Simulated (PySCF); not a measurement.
# doublet [SeO2]+ at 6 levels

Aim: a comparison of 6 runs (U-r2SCAN/def2-TZVPP, U-revPBE/def2-TZVPP, UBLYP/def2-TZVPP, UPBE/def2-TZVPP, USVWN5/def2-TZVPP, UTPSS/def2-TZVPP) of doublet [SeO2]+. Input form: a Python script.

Program for the calculation: PySCF 2.14.0.

1 further run of the same task is left out (set aside as unsound or not needed).

### Step 1. The structure to begin with

[SeO2]+ has 3 atoms, charge +1, and is taken as a doublet. SMILES of the parent species: `O=[Se]=O`. The shape is that of a PBE0-D4/def2-TZVP optimisation. That shape belongs to the parent species and isn't relaxed for this state.

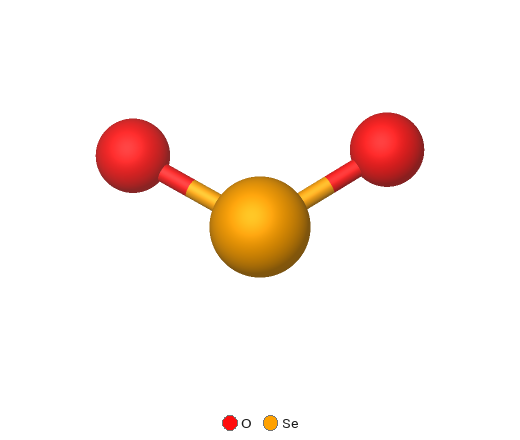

The structure, seen from a chosen angle (oxygen red, selenium orange).

### Step 2. The energy at U-r2SCAN/def2-TZVPP (run 1)

Contents of job.py:

```python
from pyscf import gto, dft

mol = gto.M(
    atom='''
O      0.850377    -2.440317     0.179222
Se    -0.974872    -0.127934    -0.493729
O      0.124495     2.568270     0.314526
''',
    spin=1,
    unit='bohr',
    basis='def2-tzvpp',
    max_memory=1860,
    charge=1,
    verbose=4,
)

myscf = dft.UKS(mol)
myscf.xc = 'r2scan'
myscf.conv_tol = 1e-10
myscf.grids.level = 5
myscf.kernel()
if not myscf.converged:
    myscf = myscf.newton().run(myscf.mo_coeff, myscf.mo_occ)

etot = myscf.e_tot
print('E = %.10f Eh' % etot)
```

The run is started by

```sh
$ OMP_NUM_THREADS=1 python job.py
```

Output:

```text
PySCF version 2.14.0

[INPUT] num. atoms = 3
[INPUT] num. electrons = 49
[INPUT] charge = 1
[INPUT] spin (= nelec alpha-beta = 2S) = 1
[INPUT] symmetry False subgroup None
[INPUT] Mole.unit = bohr
[INPUT] Symbol           X                Y                Z      unit          X                Y                Z       unit  Magmom
[INPUT]  1 O      0.450000129091  -1.291360143821   0.094840198096 AA    0.850377000000  -2.440317000000   0.179222000000 Bohr   0.0
[INPUT]  2 Se    -0.515880045964  -0.067699757302  -0.261270135170 AA   -0.974872000000  -0.127934000000  -0.493729000000 Bohr   0.0
[INPUT]  3 O      0.065879916873   1.359069955490   0.166439991442 AA    0.124495000000   2.568270000000   0.314526000000 Bohr   0.0

[... 101 lines left out ...]
converged SCF energy = -2551.50113576692  <S^2> = 0.76496775  2S+1 = 2.0149122
E = -2551.5011357669 Eh
```

Run time: 68 s. Hardware: 1 thread of Arm Neoverse V1, shared host; peak memory 0.63 GiB.

### Step 3. The energy at U-revPBE/def2-TZVPP (run 2)

Contents of start.xyz:

```xyz
3
O2Se
O      0.450000    -1.291360     0.094840
Se    -0.515880    -0.067700    -0.261270
O      0.065880     1.359070     0.166440
```

Contents of input.py:

```python
from pyscf import gto, dft

system = gto.Mole()
system.atom = 'start.xyz'
system.verbose = 3
system.spin = 1
system.max_memory = 1860
system.basis = 'def2-tzvpp'
system.charge = 1
system.build()

mf = dft.UKS(system)
mf.xc = 'revpbe'
mf.conv_tol = 1e-10
mf.grids.level = 5
mf.kernel()
if not mf.converged:
    mf = mf.newton().run(mf.mo_coeff, mf.mo_occ)

e_final = mf.e_tot
print(f'total energy: {e_final:.8f} hartree')
```

The run is started by

```sh
$ OMP_NUM_THREADS=1 python input.py
```

Output:

```text
WARN: HOMO -0.341140921033812 >= LUMO -0.341140921033819

converged SCF energy = -2551.35853292325  <S^2> = 0.75610457  2S+1 = 2.0060953
total energy: -2551.35853292 hartree
```

Run time: 30 s. Hardware: 1 thread of Arm Neoverse V1, shared host; peak memory 0.58 GiB.

Runs 3 to 5 aren't shown in full; the table further down has their settings and results.

### Step 4. A single-point energy at UTPSS/def2-TZVPP (run 6)

Contents of run.py:

```python
from pyscf import gto, dft

system = gto.M(
    atom=[
    ('O', (0.450000, -1.291360, 0.094840)),
    ('Se', (-0.515880, -0.067700, -0.261270)),
    ('O', (0.065880, 1.359070, 0.166440)),
],
    basis='def2-tzvpp',
    max_memory=1860,
    spin=1,
    verbose=4,
    charge=1,
)

mf = dft.UKS(system)
mf.xc = 'tpss'
mf.grids.level = 5
mf.conv_tol = 1e-10
mf.kernel()
if not mf.converged:
    mf = mf.newton().run(mf.mo_coeff, mf.mo_occ)

energy = mf.e_tot
print('E = %.10f Eh' % energy)
```

The run is started by

```sh
$ OMP_NUM_THREADS=1 python run.py
```

Output:

```text
PySCF version 2.14.0

[INPUT] num. atoms = 3
[INPUT] num. electrons = 49
[INPUT] charge = 1
[INPUT] spin (= nelec alpha-beta = 2S) = 1
[INPUT] symmetry False subgroup None
[INPUT] Mole.unit = angstrom
[INPUT] Symbol           X                Y                Z      unit          X                Y                Z       unit  Magmom
[INPUT]  1 O      0.450000000000  -1.291360000000   0.094840000000 AA    0.850376756054  -2.440316728218   0.179221625654 Bohr   0.0
[INPUT]  2 Se    -0.515880000000  -0.067700000000  -0.261270000000 AA   -0.974871913141  -0.127934458633  -0.493728744565 Bohr   0.0
[INPUT]  3 O      0.065880000000   1.359070000000   0.166440000000 AA    0.124495157086   2.568270084113   0.314526016173 Bohr   0.0

[... 42 lines left out ...]
WARN: HOMO -0.348145880725397 >= LUMO -0.34814588072539
[... 58 lines left out ...]
SCF not converged.
SCF energy = -2551.5418808481 after 50 cycles  <S^2> = 0.7584901  2S+1 = 2.0084722
[... 57 lines left out ...]
converged SCF energy = -2551.54188084969  <S^2> = 0.75849011  2S+1 = 2.0084722
E = -2551.5418808497 Eh
```

Run time: 1.8 min. Hardware: 1 thread of Arm Neoverse V1, shared host; peak memory 0.85 GiB.

### Step 5. The series

```tsv
run	level	energy (Eh)	HOMO energy (eV)	LUMO energy (eV)	⟨S²⟩	wall time
1	U-r2SCAN/def2-TZVPP	-2551.501136	-16.21	-15.25	0.765	68 s
2	U-revPBE/def2-TZVPP	-2551.358533	-15.85	-15.30	0.756	30 s
3	UBLYP/def2-TZVPP	-2551.630301	-15.83	-15.30	0.756	44 s
4	UPBE/def2-TZVPP	-2551.090868	-15.94	-15.41	0.756	30 s
5	USVWN5/def2-TZVPP	-2547.128793	-16.18	-15.83	0.754	28 s
6	UTPSS/def2-TZVPP	-2551.541881	-16.02	-15.26	0.758	1.8 min
```

### Step 6. What came out

| quantity | value |
| --- | --- |
| run 6: total energy | -2551.54188 Eh |
| run 6: HOMO energy (highest over α and β) | -16.02 eV |
| run 6: LUMO energy (lowest over α and β) | -15.26 eV |
| run 6: ⟨S²⟩ | 0.758 |

What this shows: Totals of different functionals can't be ranked against each other. All runs together took 5.1 min, the longest 1.8 min.
